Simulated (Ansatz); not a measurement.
# SnTe2 (model cell, started as fluorite): a soft mode frozen in, part 3 of 3

Which phase does SnTe2 (model cell, started as fluorite) fall into along its unstable mode, and how much energy does it gain?

Ansatz 0.2.0; DFT PBE, scalar-relativistic, plane waves, PAW.

So far. Step 5 (Energy along the mode, all amplitudes (two of the runs …): The lowest of the steps tried is at 0.45 Å, 57.2 meV/atom below the parent; the bottom of the well need not coincide with a step. Step 7 (The new phase in its own primitive cell): The largest force component left is 0.043 meV/Å and the pressure is 0.000 GPa, within the tolerances set. The cell now holds 37.71 Å³/atom. The relaxed cell has a = 4.364, c = 11.882 Å (conventional setting).

The structure was built from a prototype and need not be the compound's stable phase.

### 8. Modes of the new phase, k-mesh 8×8×4

A relaxed structure may still be a saddle point, so its zone-centre modes are computed. No field response is asked, since the mesh shows no gap.

The input, input.yaml:

```yaml
crystal:
  lattice:
    - [4.3635758911, 0.0, 0.0]
    - [0.0, 4.3635758911, 0.0]
    - [0.0, 0.0, 11.8819066923]
  atoms:
    - { symbol: Sn, position: [0.0, 0.0, 0.0] }
    - { symbol: Sn, position: [0.5, 0.5, 0.5] }
    - { symbol: Te, position: [0.0, 0.5, 0.8479085047] }
    - { symbol: Te, position: [0.5, 0.0, 0.1520914953] }
    - { symbol: Te, position: [0.0, 0.5, 0.3479085047] }
    - { symbol: Te, position: [0.5, 0.0, 0.6520914953] }
kpoints:
  mp_grid: { grid: [8, 8, 4] }
hamiltonian:
  xc: pbe
scf:
  occupations: { method: methfessel_paxton, width: 0.2 }
output:
  eigenvalues: true
phonons:
  method: dfpt
```

Started as:

```sh
$ ansatz run input.yaml --threads 4 --pin off --max-ram 7168MiB --backend cpu --events-out ev --progress --plain --runs-dir out
```

Numbers of over 12 decimals in the logs are rounded to 6 here.

What it wrote:

```text
zone centre: on kpoints.mp_grid the ground state, and the responses unless they are solved on pairs of k-points, stand on 75 of the mesh's 256 k-points, reduced under 4 symmetry operations, with k and −k counted as one. Each operation leaves every solved displacement unchanged or reverses it
[...]
Crystal: 6 atoms, lattice volume = 226.241 Å³
Basis set: ecut = 420 eV, 4415 PW (Γ), exchange–correlation on 60×60×160 points (8 copies of the dense FFT grid, shifted against one another)
Bands: 56, of which v1, the nominal top of the filled ones, is band 46 counted from 1 (45 counted from 0)
Symmetry: 16 space group operations
k-points: 75 of 256 (irreducible under 4 space group operations, time reversal used)
[...]
SCF iter   1: F=—  HF=-39968.753780 eV  |F-HF|=—  |Δ(HF+E_count)|=         —  Δρ=1.27e-3  dr2=6.40e-3  ethr=1.77e-3  ⟨swp⟩=8.0  Hψ=17246  notcnv=0
[...]
SCF iter   9: F=-39968.752626 eV  HF=-39968.752626 eV  |F-HF|=1.46e-11  |Δ(HF+E_count)|=  2.18e-11  S|Δr|=    0.00e0  Δρ=3.39e-8  dr2=2.60e-12  ethr=1.00e-12  ⟨swp⟩=13.1  Hψ=23709  notcnv=0
SCF 1 converged in 9 iterations: F = -39968.752626 eV  dr2 = 2.60e-12
[...]
DFPT response loops at Γ: preconditioner auto → Kerker (q_TF=auto, 2.348 Å⁻¹) (partly filled bands, converged f_vac=0.056); β = 1.00, the filter's whole step (`scf.mixing.beta` (0.50) is not read by the response loops under this deck's `scf.mixing.preconditioner`; to damp them name `kerker` or `kerker_dos`, under which they read `scf.mixing.beta`, and type it under 1.00, their step now; both keys bind the ground state too); Broyden in place of MSR1
SCF converged after 9 iterations
[...]
Free energy (F): -39968.752626 eV
[...]
Internal energy: -39968.756355 eV  (E = F + TS)
E sigma→0 (E₀):  -39968.753558 eV
Entropy (-TS):   0.003729 eV (0.621 meV/atom)
Fermi energy:    6.952373 eV
[...]
--- Band table (eV; the first three rows and the last of 75) ---
  k-point 0: bands = [... 42 lower, 5.6412, 5.6739, 6.5461, 6.9639, 6.9639, 7.8866, 8.2036, 8.3397, ... 6 higher]
  k-point 1: bands = [... 42 lower, 5.7709, 5.7709, 6.7777, 6.8533, 6.8533, 7.6295, 8.3023, 8.3596, ... 6 higher]
  k-point 2: bands = [... 42 lower, 5.9134, 5.9134, 6.7225, 6.7225, 7.1960, 7.1960, 8.3675, 8.3675, ... 6 higher]
  k-point 74: bands = [... 42 lower, 4.8588, 4.8588, 4.8789, 4.8789, 7.9208, 7.9208, 9.1509, 9.1509, ... 6 higher]
--- Phonons (Γ-DFPT): 5 representative perturbations + reference, on 75 of 256 k-points (Σ response iterations 16) ---
  k mesh reduced under 4 symmetry operations, with k and −k counted as one. Each operation leaves every solved displacement unchanged or reverses it
  ASR residual: 2.787e-4 → 0.000e0 eV/Å²; symmetrization residual: 3.949e-5 eV/Å²
  ASR residual per site (eV/Å²): 2.79e-4 2.79e-4 1.52e-4 1.52e-4 1.52e-4 1.52e-4
  Γ frequencies (cm⁻¹): 0.00 0.00 0.00 24.23 24.23 26.67 26.67 29.33 43.72 43.72 110.94 120.15 146.22 146.22 153.08 153.08 184.40 194.43
  non-analytic LO–TO correction: not included (Born effective charges unavailable; polar crystals: no LO–TO splitting at Γ)
```

Elapsed: 2.2 min, on 4 threads of Arm Neoverse V2, shared host; peak memory 3.1 GiB.

This step gave:

```yaml
sum_rule_residual_before_enforcement: 2.79e-4 eV/Å²
point_group: 4/mmm
highest_optical_mode_at_the_zone_centre_no_lo_to_term: 194.4 cm⁻¹
lowest_optical_zone_centre_mode: 24.23 cm⁻¹
```

Patterns of degenerate modes are one choice out of their space. The modes at Γ (shares of kinetic energy by element, %):

```tsv
mode	frequency (cm⁻¹)	symmetry	Sn %	Te %
1	0.0	acoustic	32	68
2	0.0	acoustic	32	68
3	0.0	acoustic	32	68
4	24.2	Eg	31	69
5	24.2	Eg	31	69
6	26.7	Eu	16	84
7	26.7	Eu	16	84
8	29.3	B1g	28	72
9	43.7	Eg	20	80
10	43.7	Eg	20	80
11	110.9	A1g	0	100
12	120.2	B2u	0	100
13	146.2	Eu	52	48
14	146.2	Eu	52	48
15	153.1	Eg	49	51
16	153.1	Eg	49	51
17	184.4	B1g	72	28
18	194.4	A2u	68	32
```

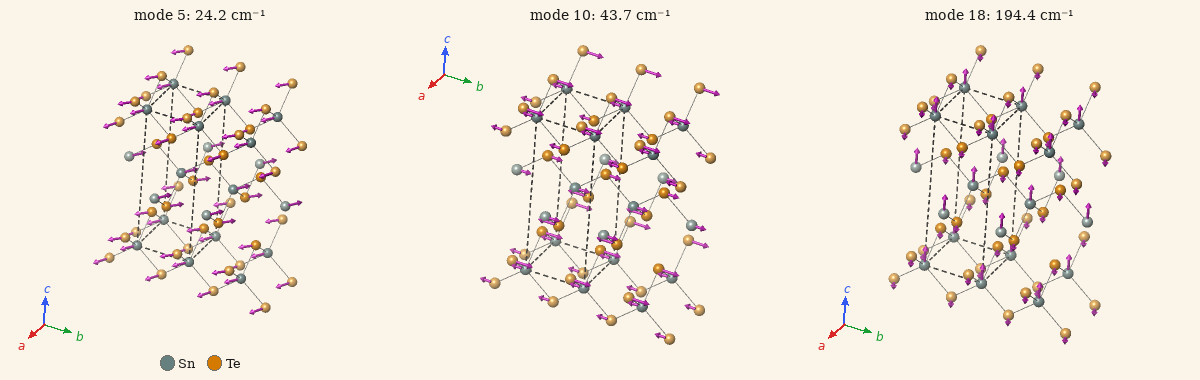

Displacement patterns of modes 5, 10 and 18 at Γ; arrows are exaggerated. 1×2×1 cells are drawn. Some periodic images of atoms are drawn too.

Before it was imposed, the acoustic sum rule was missed by 2.8e-4 eV/Å². Small misses are needed for a sound result but don't prove that mesh and cutoff are converged. The lowest optical mode is real, 24.2 cm⁻¹.

### 9. What came out

```json
{
  "unstable mode of the parent": "q = (0, -0.5, -0.5), 67i cm⁻¹",
  "depth at the lowest point sampled": "57.2 meV/atom",
  "largest atomic shift at that point": "0.45 Å",
  "space group reached (within 0.01 Å)": "P4_2/nmc",
  "energy gained over the parent (first relaxation, on the mesh of the frozen mode)": "210 meV/atom",
  "volume per atom, phase reached": "37.7 Å³",
  "lowest optical zone-centre mode, phase reached": "24.2 cm⁻¹",
  "highest optical mode at the zone centre (no LO-TO term), phase reached": "194 cm⁻¹"
}
```

What this shows: Along this mode the structure falls into P4_2/nmc, 210 meV/atom below the parent. At the parent's cell the well is 57.23 meV/atom deep on the steps tried, with its lowest point at a shift of 0.45 Å. Relaxing atoms and cell changes the gain by +152.81 meV/atom against the lowest step (energies at zero smearing). Most of the total comes from this relaxation. The new phase has no imaginary mode at the zone centre of its cell; other wavevectors were not checked. Each path keeps the symmetry of its pattern, so a lower phase may lie along a pattern not tried. With no gap, or one that is small against the smearing, the frequencies hang on the k mesh and the smearing, most of all near Kohn anomalies. A semilocal functional can close a gap that the real compound would have, so the metallic treatment may be an artefact of the level. Spin-orbit coupling is left out, which can matter for the heavy elements here. A phonon run warned that its eigensolver left some bands unconverged in a pass. The starting cell was built on a prototype and not taken from a measurement, so the phase need not exist.

[Logs are printed without paths, hosts, clocks, repeated set-up lines and the standing remarks that a program may print on its own settings, such as how far it seeks lower states.]

[Hosts, paths, dates, database ids (printed as entryN), source tags and the programs' standing remarks are cut or masked in the printed files.]
